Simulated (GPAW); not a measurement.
# 1T-TiTe2 monolayer: work function by functional and basis, part 2 of 2

Aim: the work function of both faces of 1T-TiTe2 monolayer, and its spread over functionals and bases.

GPAW 26.7.0; GPAW, PAW setups; layer in a repeated cell with vacuum, relaxation of atoms and in-plane cell (the session's first sound run).

So far, upper work function (eV): step 3 (the slab's potential, PBE, GPAW) 4.88; step 4 (LDA) 5.17; step 5 (revPBE) 4.77; step 6 (RPBE) 4.76; step 7 (GPAW, PAW setups) 5.16.

## 8. OptPBE vdW: xc = "optPBE-vdW"

Level of this step: GPAW, PAW setups; slab in vacuum (GPAW).

The same geometry under optPBE-vdW, to see how far the functional moves the levels against the vacuum (the van der Waals functionals take revPBE setups).

run.py reads:

```python
import json
import numpy as np
from ase import Atoms
from gpaw import GPAW, PW

slab = Atoms(
    ['Te', 'Ti', 'Te'],
    positions=[
        [1.86847, 1.07876, 9.00000],
        [-0.00000, 0.00000, 10.75143],
        [-0.00000, 2.15752, 12.50285]],
    cell=[[3.73695, -0.0, 0.0], [-1.86847, 3.2363, 0.0], [0.0, 0.0, 21.5029]],
    pbc=[True, True, False])

slab.calc = GPAW(mode=PW(400), xc='optPBE-vdW', kpts={'size': (9, 9, 1), 'gamma': True},
                 occupations={'name': 'fermi-dirac', 'width': 0.05}, nbands='160%',
                 convergence={'density': 1e-05}, maxiter=200,
                 poissonsolver={'dipolelayer': 'xy'},
                 symmetry={'tolerance': 1e-3}, txt='slab.txt')
result = {}
energy = slab.get_potential_energy()
fermi = slab.calc.get_fermi_level()
v = slab.calc.get_electrostatic_potential().mean((0, 1)) - fermi
n = slab.calc.get_pseudo_density().mean((0, 1))
L = slab.cell[2, 2]
z = np.arange(len(v)) * L / len(v)
low, high = slab.positions[:, 2].min(), slab.positions[:, 2].max()
below, above = np.interp([low - 6.8, high + 6.8], z, v)
slopes = [np.interp(x, z, np.gradient(v, z)) for x in (low - 6.8, high + 6.8)]
eps = np.array([[slab.calc.get_eigenvalues(k, s) for k in range(len(slab.calc.get_ibz_k_points()))]
                for s in range(slab.calc.get_number_of_spins())]) - fermi
top, bottom = eps[eps < 0].max(), eps[eps > 0].min()
dipole = slab.get_dipole_moment()[2]
print(f'energy {energy:.4f} eV, Fermi level {fermi:.4f} eV, dipole {dipole:.5f} e A')
print(f'potential 6.8 A off the faces, from the Fermi level: lower {below:.4f} eV, upper {above:.4f} eV')
print(f'slope of the potential there: lower {slopes[0]:.5f}, upper {slopes[1]:.5f} eV/A')
print(f'nearest levels on the mesh: {top:.4f} and {bottom:.4f} eV')
print('magnetic moment', round(slab.get_magnetic_moment(), 3))
result.update(energy=energy, fermi=fermi, dipole=dipole, below=below, above=above, slopes=slopes, edges=[top, bottom],
              z=z.tolist(), v=v.tolist(), n=n.tolist(), positions=slab.positions.tolist(),
              forces=slab.get_forces(apply_constraint=False).tolist(), moments=slab.get_magnetic_moments().tolist())
json.dump(result, open('result.json', 'w'))
```

Run with:

```bash
> OMP_NUM_THREADS=1 OPENBLAS_NUM_THREADS=1 python run.py
```

The program printed:

```text
energy -52.7666 eV, Fermi level -1.4661 eV, dipole -0.00116 e A
potential 6.8 A off the faces, from the Fermi level: lower 5.0501 eV, upper 5.0584 eV
slope of the potential there: lower 0.00009, upper -0.00009 eV/A
nearest levels on the mesh: -0.0846 and 0.0292 eV
magnetic moment 0.0
```

It took 43 s on 1 thread of Arm Neoverse V1, shared host; peak memory 0.37 GiB.

This step gave:

```
levels nearest the Fermi level on the mesh : -0.08464, 0.02922 eV from the Fermi level
upper work function                        : 5.058 eV
lower work function                        : 5.050 eV
```

The electrostatic potential energy of an electron (without an applied field's), less the Fermi level, planar mean by z:

```
z (Å)  electrostatic potential energy of an electron (without an applied field's), less the Fermi level, planar mean (eV)
    0                                                                                                                5.05
    2                                                                                                                5.05
    4                                                                                                                5.05
    6                                                                                                                5.03
    8                                                                                                                1.40
   10                                                                                                               -3.49
   12                                                                                                               -8.66
   14                                                                                                                4.10
   16                                                                                                                5.05
   18                                                                                                                5.06
   20                                                                                                                5.06
```

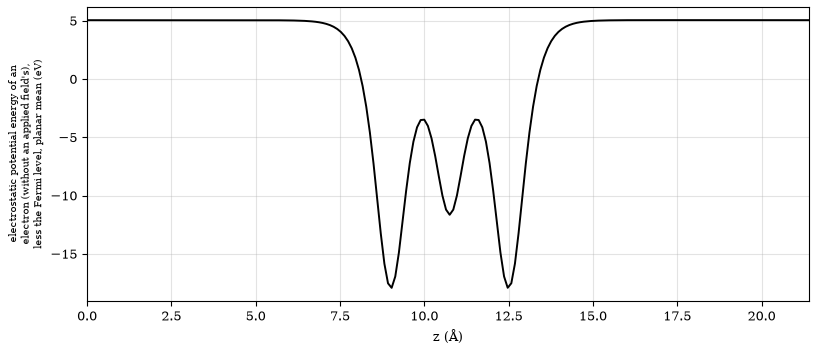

Electrostatic potential energy of an electron (without an applied field's), less the Fermi level, planar mean, plotted against z.

The upper face's work function is 5.058 eV, against 4.875 eV in the first plane-wave PBE run at this geometry.

## 9. Real-space grid: mode = "fd"

A real-space grid is a second complete basis, so it checks the plane-wave result.

run.py, as its differences from that of step 8:

```diff
@@ -3,3 +3,3 @@
 from ase import Atoms
-from gpaw import GPAW, PW
+from gpaw import GPAW
 
@@ -14,3 +14,3 @@
 
-slab.calc = GPAW(mode=PW(400), xc='optPBE-vdW', kpts={'size': (9, 9, 1), 'gamma': True},
+slab.calc = GPAW(mode='fd', h=0.18, xc='PBE', kpts={'size': (9, 9, 1), 'gamma': True},
                  occupations={'name': 'fermi-dirac', 'width': 0.05}, nbands='160%',
```

The program printed:

```text
energy -15.2035 eV, Fermi level -4.8766 eV, dipole -0.00055 e A
potential 6.8 A off the faces, from the Fermi level: lower 4.8725 eV, upper 4.8808 eV
slope of the potential there: lower -0.00000, upper 0.00000 eV/A
nearest levels on the mesh: -0.0929 and 0.0209 eV
magnetic moment 0.0
```

It took 58 s on 1 thread; peak memory 0.37 GiB.

This step gave:

```
dipole along the normal                    : -5.52e-4 e·Å
levels nearest the Fermi level on the mesh : -0.09287, 0.02087 eV from the Fermi level
upper work function                        : 4.881 eV
lower work function                        : 4.872 eV
```

The upper face's work function is 4.881 eV, against 4.875 eV in the first plane-wave PBE run at this geometry.

## 10. Atomic orbitals: mode = "lcao"

Atom-centred orbitals end a few angstrom from the surface, which tests how much the density's tail matters.

run.py, as its differences from that of step 9:

```diff
@@ -14,4 +14,4 @@
 
-slab.calc = GPAW(mode='fd', h=0.18, xc='PBE', kpts={'size': (9, 9, 1), 'gamma': True},
-                 occupations={'name': 'fermi-dirac', 'width': 0.05}, nbands='160%',
+slab.calc = GPAW(mode='lcao', basis='dzp', h=0.18, xc='PBE', kpts={'size': (9, 9, 1), 'gamma': True},
+                 occupations={'name': 'fermi-dirac', 'width': 0.05}, nbands='120%',
                  convergence={'density': 1e-05}, maxiter=200,
```

The program printed:

```text
energy -14.4130 eV, Fermi level -4.7406 eV, dipole -0.00055 e A
potential 6.8 A off the faces, from the Fermi level: lower 4.7365 eV, upper 4.7447 eV
slope of the potential there: lower 0.00000, upper 0.00000 eV/A
nearest levels on the mesh: -0.0799 and 0.0366 eV
magnetic moment 0.0
```

It took 39 s on 1 thread; peak memory 0.25 GiB.

This step gave:

| Property | Result |
| --- | --- |
| levels nearest the Fermi level on the mesh | -0.07987, 0.03659 eV from the Fermi level |
| upper work function | 4.745 eV |
| lower work function | 4.736 eV |

The upper face's work function is 4.745 eV, against 4.875 eV in the first plane-wave PBE run at this geometry.

## 11. The ladder

Times are for 1 thread of Arm Neoverse V1, shared host. The series side by side:

| no. | run | upper work function (eV) | lower work function (eV) | time | memory (GiB) |
| --- | --- | --- | --- | --- | --- |
| 1 | pw | 4.875 | 4.867 | 28 s | 0.2 |
| 2 | LDA | 5.169 | 5.160 | 27 s | 0.19 |
| 3 | revPBE | 4.770 | 4.761 | 30 s | 0.2 |
| 4 | RPBE | 4.763 | 4.755 | 28 s | 0.2 |
| 5 | vdW DF2 | 5.161 | 5.153 | 42 s | 0.37 |
| 6 | optPBE vdW | 5.058 | 5.050 | 43 s | 0.37 |
| 7 | fd | 4.881 | 4.872 | 58 s | 0.37 |
| 8 | lcao | 4.745 | 4.736 | 39 s | 0.25 |

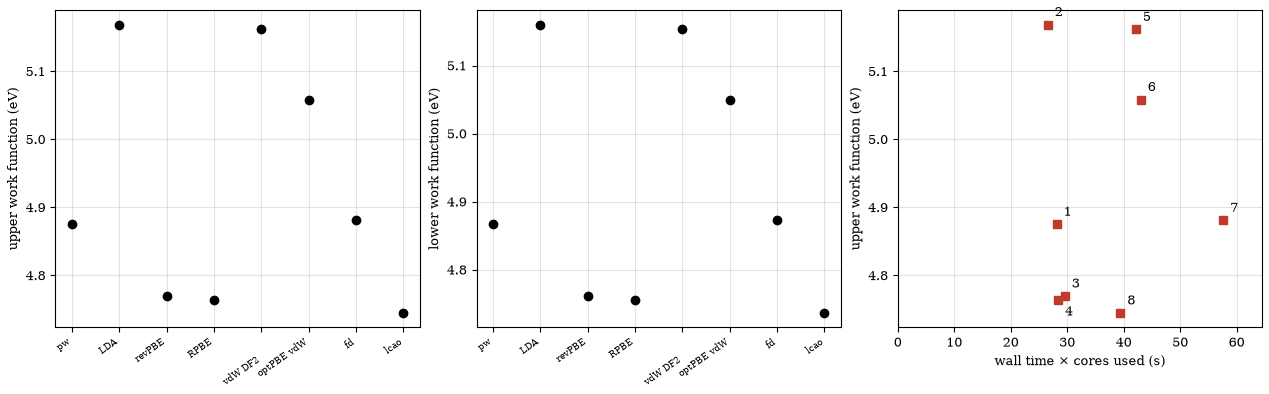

The series as plots; the last panel sets the first result against cost, with the runs numbered as in the table.

## 12. Side by side

Results and costs are gathered.

This step: comparison of work functions, dipole and cost (GPAW 26.7.0).

Ladder, by row:

| step | code | work function, upper (eV) | work function, lower (eV) | dipole (e Å) | wall time (s) | peak memory (GiB) | threads |
| --- | --- | --- | --- | --- | --- | --- | --- |
| pw | GPAW | 4.875 | 4.867 | -0.001161 | 28.14 | 0.2 | 1 |
| LDA | GPAW | 5.169 | 5.16 | -0.001174 | 26.57 | 0.19 | 1 |
| revPBE | GPAW | 4.77 | 4.761 | -0.001158 | 29.58 | 0.2 | 1 |
| RPBE | GPAW | 4.763 | 4.755 | -0.001157 | 28.37 | 0.2 | 1 |
| vdW-DF2 | GPAW | 5.161 | 5.153 | -0.001157 | 42.17 | 0.37 | 1 |
| optPBE-vdW | GPAW | 5.058 | 5.05 | -0.001157 | 43.03 | 0.37 | 1 |
| fd | GPAW | 4.881 | 4.872 | -5.52e-4 | 57.63 | 0.37 | 1 |
| lcao | GPAW | 4.745 | 4.736 | -5.52e-4 | 39.41 | 0.25 | 1 |

## 13. A changed run

One more run, with changed settings.

This step: GPAW, PAW setups; slab in vacuum (GPAW 26.7.0).

run.py, as its differences from that of step 10:

```diff
@@ -3,3 +3,3 @@
 from ase import Atoms
-from gpaw import GPAW
+from gpaw import GPAW, PW
 
@@ -14,5 +14,5 @@
 
-slab.calc = GPAW(mode='lcao', basis='dzp', h=0.18, xc='PBE', kpts={'size': (9, 9, 1), 'gamma': True},
-                 occupations={'name': 'fermi-dirac', 'width': 0.05}, nbands='120%',
-                 convergence={'density': 1e-05}, maxiter=200,
+slab.calc = GPAW(mode=PW(400), xc='PBE', kpts={'size': (9, 9, 1), 'gamma': True},
+                 occupations={'name': 'fermi-dirac', 'width': 0.05}, nbands='160%',
+                 convergence={'density': 1e-05}, maxiter=3,
                  poissonsolver={'dipolelayer': 'xy'},
```

The program printed:

```text
gpaw.KohnShamConvergenceError
```

Elapsed: 8.2 s, on 1 thread; peak memory 0.2 GiB.

The run stopped without converging, so none of its numbers is a property of the system.

The fault put into the input: too few SCF iterations (maxiter = 3).

## 14. Outcome

```
work function, upper and lower face : 4.875 and 4.867 eV
dipole along the normal             : -0.0012 e Å, near the numerical noise
```

**Reading.** With plane waves and PBE the work function is 4.88 eV on the upper face and 4.87 eV on the lower. Over the sound runs of the table the upper face's work function spans 4.745 (lcao) to 5.169 eV (LDA). Atomic orbitals miss the plane-wave value by -0.13 eV, since they describe the tail of the density in the vacuum poorly. The small printed dipole stands for a step of 17 meV from the lower to the upper face, and the probes find 8.3 meV; values this small are near the numerical noise of both. The runs had no spin polarisation, so a magnetic state, which thin layers of d-metal atoms can have, wasn't tested. The layer's cell and atoms come from the relaxation; spin-orbit coupling and temperature are left out.

[Logs are printed without paths, hosts, clocks, repeated set-up lines and the standing remarks that a program may print on its own settings, such as how far it seeks lower states.]

[Hosts, paths, dates, database ids (printed as entryN), source tags and the programs' standing remarks are cut or masked in the printed files.]
